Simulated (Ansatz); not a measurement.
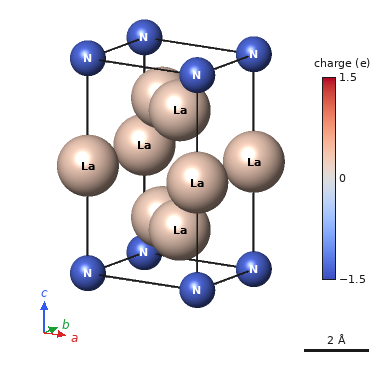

Spheres-only model, viewed slightly off an axis. The wireframe shows the simulation cell. The atoms of this La5N cell are coloured by their Bader charge.

Results below were computed with DFT PBE, scalar-relativistic, plane waves, PAW in Ansatz; the settings were plane waves to 420 eV, k-point mesh 12×12×6, Gaussian smearing of 0.1 eV, no spin polarisation.

Question: What charges do the elements carry?

Answer: Most positive: La; most negative: N. Charges: about La +0.3 e; N -1.3 e.

Starting structure: a random cell made by a generator, so it need not be a real form of the compound. Earlier steps of the study may have refined or changed the cell and positions. It went into a calculation with Ansatz.
